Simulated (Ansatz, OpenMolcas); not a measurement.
# A small benchmark: atomisation enthalpy at 298 K

8 molecules holding an element past argon; the atomisation enthalpy at 298 K in kJ/mol, computed less measured. Shapes, held fixed at every level: PBE0-D4/def2-TZVP. Flexible molecules stand in one conformer, not always the lowest. Thermal terms are harmonic and unscaled (PBE/def2-SVP, PBE0-D4/def2-TZVP); the spin-orbit lowering of the free atoms is taken from their spectra. Programs: Ansatz 0.2.0, OpenMolcas 26.06. A level may come from different programs for different species; with the same settings they agree closely. Measured values: Active Thermochemical Tables, CRC Handbook of Chemistry and Physics, NIST-JANAF tables.

Levels: A = HF/3-21G; B = HF/def2-TZVPP; C = B3LYP-D4/def2-TZVPP; D = wB97M-V/def2-TZVPP; E = CCSD/def2-TZVPP.

```
                          molecule  from tabulated heats      A      B    C    D     E
                   HBr (SMILES Br)                   366   -172   -121   -7   -7   -12
              HI (hydrogen iodide)                   298   -157   -118   -9  -13   -14
                     AsH3 (arsine)                   890   -397   -309   +7   -9   -38
           SiH2Br2 (dibromosilane)                  1300   -583   -335  -17   -3   -55
  CBr2Cl2 (dibromodichloromethane)                  1180   -767   -579  -49  -16  -133
CHBrClF (bromochlorofluoromethane)                  1479   -729   -546  -23   -1  -101
          C2H3BrO (acetyl bromide)                  2639  -1024   -834   -5   -3  -140
             C3H7I (1-iodopropane)                  3813  -1100  -1006   -1   -1  -133
```

Task: Sum up the errors.

Result: 
| level | kind | mean error | mean absolute error | worst case |
| --- | --- | --- | --- | --- |
| HF/3-21G | Hartree–Fock | -616.1 | 616.1 | C3H7I |
| HF/def2-TZVPP | Hartree–Fock | -481.0 | 481.0 | C3H7I |
| B3LYP-D4/def2-TZVPP | global hybrid | -13.0 | 14.8 | CBr2Cl2 |
| wB97M-V/def2-TZVPP | range-separated hybrid | -6.6 | 6.6 | CBr2Cl2 |
| CCSD/def2-TZVPP | coupled cluster or CI | -78.2 | 78.2 | C2H3BrO |

On this set wB97M-V/def2-TZVPP has the smallest mean absolute error and HF/3-21G the largest. HF/3-21G is too low in 8 of 8; HF/def2-TZVPP is too low in 8 of 8; B3LYP-D4/def2-TZVPP is too low in 7 of 8; wB97M-V/def2-TZVPP is too low in 8 of 8; CCSD/def2-TZVPP is too low in 8 of 8. The heats of C2H3BrO, C3H7I come from older tables and can be uncertain by 10 kJ/mol or more. The molecules' own spin-orbit binding is left out, so errors for heavy halides read too negative. Heats of the atoms come from ATcT where it has them. The levels differ in basis as well as in method. With so many references in doubt the order of the levels isn't settled. The tabulated value of SiH2Br2 is in doubt (older tables, estimates, or at odds with other calculations) and kept here. Over the 7 molecules whose values aren't doubted the mean absolute errors are A 620.9; B 501.9; C 14.4; D 7.1; E 81.6. For HF/3-21G and HF/def2-TZVPP and CCSD/def2-TZVPP the error tends to grow with the atomisation enthalpy. Hartree–Fock lacks correlation and underbinds. Correlated wave functions converge slowly with the basis. CCSD also lacks the triples, which bind further. For atoms past krypton def2 sets carry core potentials with scalar relativity. All-electron rows are non-relativistic unless named. Relativity is left out for As, Br. Outer-core shells of As, Br, I are correlated, in sets that cover them unevenly. The set is small.

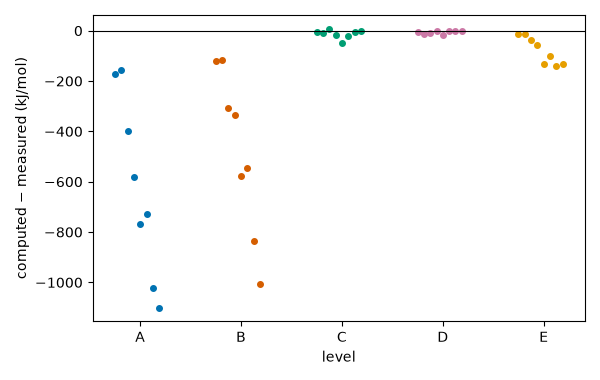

Errors of each level, one point a molecule.
